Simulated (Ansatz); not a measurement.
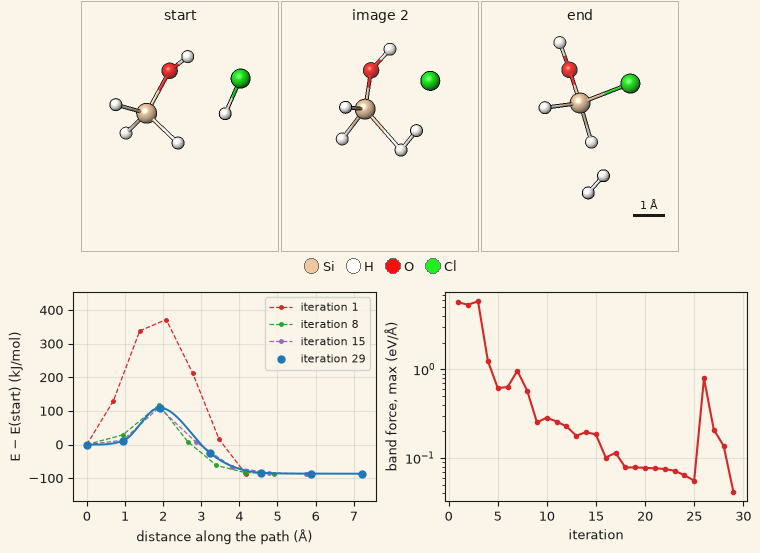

NEB run on SiH₅OCl. Images are numbered from 0 (start) to 6 (end). The plot follows the band through its iterations. A ball-and-stick model, seen at a tilt.

Level of theory: RKS PBE-D4/def2-mTZVP in Ansatz 0.2.0. Set-up: 5 movable images; climbing image; force threshold 0.05 eV/Å; iteration limit 60; starting path by straight interpolation.

> How did the profile develop, and is the result final?

The run is converged, with reservations. The band converged in 29 iterations. The largest component of the band force went from 5.7 to 0.042 eV/Å. The climbing image converged on the top of the path. Its curvatures weren't checked. The straight starting path can push atoms close together and costs iterations. The first iteration put the highest image at 371.9 kJ/mol. Forward barrier 109.5 kJ/mol, backward barrier 196.2 kJ/mol, with image 2 at the top; the reaction energy is −86.7 kJ/mol.

The run took 110 s on 2 threads of Intel(R) Xeon(R) Platinum 8488C (Sapphire Rapids), with other jobs on the host, peak memory 0.15 GiB.
